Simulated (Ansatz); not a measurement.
# SnNH$_{5}$S: phonon calculation

SnNH$_{5}$S, computed with RKS PBE0-D4/def2-SVP (Ansatz 0.2.0).

It belongs to a series of runs on one base structure; here: vibrations at the highest image of the band. Figures and captions count atoms from 1; the log counts them from 0 in places.

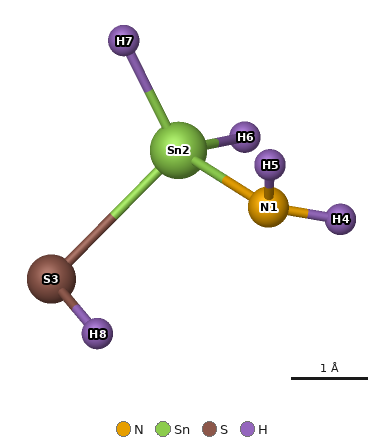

**Figure 1.** The structure as given in the input (ball-and-stick view, seen at a tilt; atoms are numbered from 1 in the order of the input). Sticks mark near contacts. Bond lengths as drawn: H–N 1.02 Å, H–S 1.35 Å, H–Sn 1.71 Å, N–Sn 2.04 Å and S–Sn 2.43 Å.

## Input file
```yaml
crystal:
  periodic: [false, false, false]
  atoms:
    - { symbol: "N", position_ang: [-1.055284, 0.269743, -0.773122] }
    - { symbol: Sn, position_ang: [0.627561, 0.366229, 0.373998] }
    - { symbol: S, position_ang: [0.996149, -1.945586, 1.007046] }
    - { symbol: H, position_ang: [-1.841549, 0.79563, -0.398498] }
    - { symbol: H, position_ang: [-0.914999, 0.557543, -1.738829] }
    - { symbol: H, position_ang: [0.341652, 1.315351, 1.77279] }
    - { symbol: H, position_ang: [1.954785, 0.933925, -0.551053] }
    - { symbol: H, position_ang: [-0.108315, -2.292847, 0.307666] }
basis:
  gaussian: { orbitals: def2-SVP }
hamiltonian:
  xc: pbe0
  dispersion: d4
phonons: {}
```

Run on 1 thread of Arm Neoverse V1, 24 GiB of memory available, shared host.

Launched with:
```bash
ansatz run input.yaml --threads 1 --pin off --max-ram 2048MiB --backend cpu --events-out ev --progress --plain --runs-dir out
```

## Output
```
Engine: ansatz 0.2.0, aarch64-unknown-linux-gnu
Functional definition: PBE0
  parameter a = 0.25
  parameter kappa = 0.804
  parameter beta = 0.06672455060314922
  exchange = (1 - a)*pbe_x(kappa = kappa, mu = beta*pi^2/3) + a*exact_x
  correlation = pbe_c(beta = beta)
975 factors; integrals over basis functions are off by at most 3.1e-4 eV
mean field evaluation 1: about -18222.7696 eV, gradient 5.2e1 eV
mean field evaluation 2: about -18207.7666 eV, gradient 8.9e1 eV
mean field evaluation 4: about -18228.3715 eV, gradient 4.3e0 eV
mean field evaluation 8: about -18228.4516 eV, gradient 5.2e-2 eV
mean field -18228.45163801 eV, -669.8832420085 hartree, gradient 6.9e-5 eV, S^2 0.000000; 0 other end points of the search recorded, 0 dependent functions left out
the calculation of the forces begins
reference -18228.45166645 eV, -669.8832430539 hartree; 25, 25 occupied and 58, 58 virtual orbitals, 975 factors
these checks for a lower state are left out or cut short: stability, starts, cluster_reference, orbital_swaps, neighbouring_geometries, increment
975 factors; integrals over basis functions are off by at most 3.1e-4 eV
mean field evaluation 16: about -18228.4248 eV, gradient 2.5e-1 eV
mean field -18228.45145740 eV, -669.8832353712 hartree, gradient 1.9e-6 eV, S^2 0.000000; 0 other end points of the search recorded, 0 dependent functions left out
[... from here on the field's lines of each further geometry are left out, up to the last ...]
the calculation of the forces begins
reference -18228.45165281 eV, -669.8832425526 hartree; 25, 25 occupied and 58, 58 virtual orbitals, 975 factors
these checks for a lower state are left out or cut short: stability, starts, cluster_reference, orbital_swaps, neighbouring_geometries, increment
975 factors; integrals over basis functions are off by at most 3.1e-4 eV
mean field -18228.45160708 eV, -669.8832408718 hartree, gradient 1.4e-6 eV, S^2 0.000000; 0 other end points of the search recorded, 0 dependent functions left out
the calculation of the forces begins
reference -18228.45163552 eV, -669.8832419171 hartree; 25, 25 occupied and 58, 58 virtual orbitals, 975 factors
WARN: phonons: modes at or below zero, which the zero-point energy, F, S and C_V leave out: 1, the lowest at -113.60 cm⁻¹. A minimum has none, and a first-order saddle one
Total energy: -18228.59126253 eV, -669.8883731149 hartree
Atom 0 at    -1.055284     0.269743    -0.773122 Å, force    -0.005609    -0.003557    -0.003377 eV/Å
Atom 1 at     0.627561     0.366229     0.373998 Å, force     0.002641     0.004749     0.001692 eV/Å
Atom 2 at     0.996149    -1.945586     1.007046 Å, force    -0.000074    -0.001004    -0.001184 eV/Å
Atom 3 at    -1.841549     0.795630    -0.398498 Å, force    -0.000580     0.002373     0.002507 eV/Å
Atom 4 at    -0.914999     0.557543    -1.738829 Å, force     0.002599     0.001268    -0.002006 eV/Å
Atom 5 at     0.341652     1.315351     1.772790 Å, force    -0.000245    -0.001151     0.000133 eV/Å
Atom 6 at     1.954785     0.933925    -0.551053 Å, force     0.000077    -0.001209     0.000186 eV/Å
Atom 7 at    -0.108315    -2.292847     0.307666 Å, force     0.001191    -0.001469     0.002050 eV/Å
Dipole moment:    -0.227164     0.500167    -0.241398 e Å
Vibrations: -113.60 139.67 200.37 353.65 386.96 485.34 522.59 610.44 629.83 705.95 715.45 856.51 1535.89 1925.01 1931.21 2708.72 3564.82 3668.66 cm⁻¹, zero-point energy 1.298180 eV
```

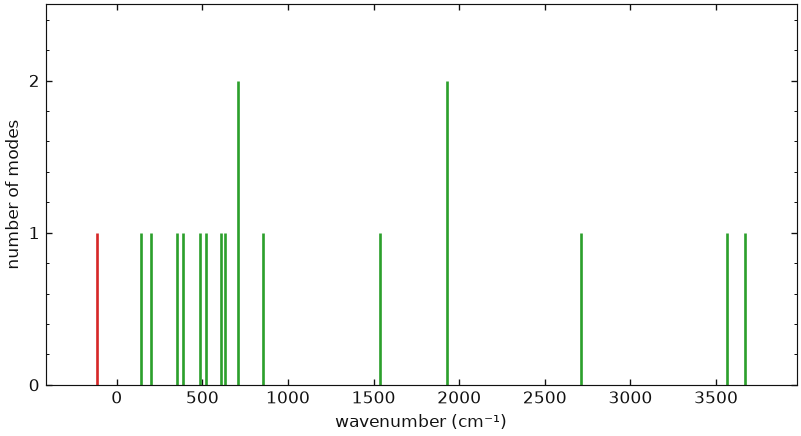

**Figure 2.** Harmonic vibrational wavenumbers from the force constants; neighbouring modes closer than 17 cm⁻¹ are counted in one stick, and imaginary ones are drawn at negative wavenumbers. 18 modes from 114i to 3669 cm⁻¹, 1 imaginary beyond 8i (114i cm⁻¹): a first-order saddle point, if the geometry is stationary.

## Results in brief

```csv
quantity,value
outcome,converged
total energy,−18228.5913 eV
mean-field energy,−18228.4517 eV
largest force (length of the vector),0.007 eV/Å
wall time,2.1 min
peak memory,0.17 GiB
```
